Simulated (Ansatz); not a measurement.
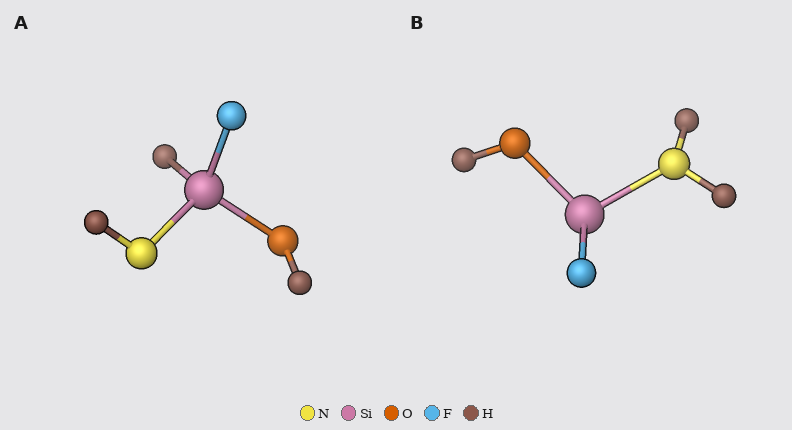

2 stationary structures of one formula. State: neutral, doublet. Geometries: PBE-D4/def2-SVP. Electronic energies: PBE-D4/def2-SVP (Ansatz 0.2.0), without zero-point energy. No frequency run is at hand to confirm each as a minimum.

Question: How are they related?

Answer: They are constitutional isomers of FH3NOSi: A `[NH][Si@H](O)F`, B `N[Si](O)F`.

Question: Which structure is the most stable?

Answer: B is lowest (C1); A lies 96.8 kJ/mol above it (C1).
